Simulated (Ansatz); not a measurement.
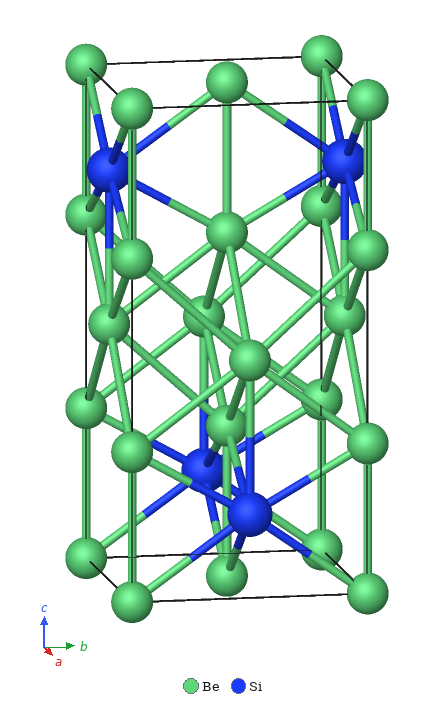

An orthographic ball-and-stick view of the structure, slightly off an axis. Thin lines show the simulation cell, with boundary atoms drawn in all their periodic places.

```yaml
crystal:
  lattice:
    - [3.59279, 0.00000, 0.00000]
    - [0.00000, 3.59279, 0.00000]
    - [0.00000, 0.00000, 7.51831]
  atoms:
    - { symbol: Be, position: [0.00000, 0.00000, 0.00000] }
    - { symbol: Be, position: [0.50000, 0.50000, 0.00000] }
    - { symbol: Be, position: [0.00000, 0.50000, 0.48100] }
    - { symbol: Be, position: [0.50000, 0.00000, 0.51900] }
    - { symbol: Si, position: [0.00000, 0.50000, 0.16900] }
    - { symbol: Si, position: [0.50000, 0.00000, 0.83100] }
    - { symbol: Be, position: [0.00000, 0.00000, 0.30400] }
    - { symbol: Be, position: [0.50000, 0.50000, 0.30400] }
    - { symbol: Be, position: [0.50000, 0.50000, 0.69600] }
    - { symbol: Be, position: [0.00000, 0.00000, 0.69600] }
```

Results below were computed with DFT, PAW plane waves, r2SCAN in Ansatz 0.2.0; the settings were an energy cutoff of 500 eV, a 9×9×5 grid in reciprocal space, Fermi-Dirac smearing of 0.1 eV, no spin polarisation. The pressure of the cell is 14 GPa.

Q: What charge does Bader's analysis assign to each element?

A: Be +0.69 to +1.53 e; Si -4.86 e.

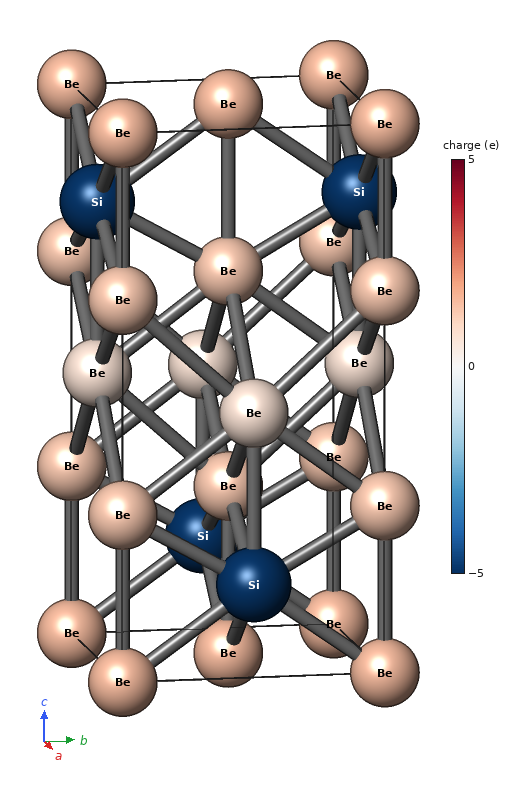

The atoms coloured by those charges.

Where the cell comes from: a generated cell, made by putting these elements into a known structure type (the compound may or may not exist in this form). No relaxation was applied. It went into a calculation with Ansatz.

At this level of theory the cell isn't at rest (compressed, at 14 GPa and forces up to 2.1 eV/Å), so its distances can differ from those at equilibrium, the more so the softer the solid.
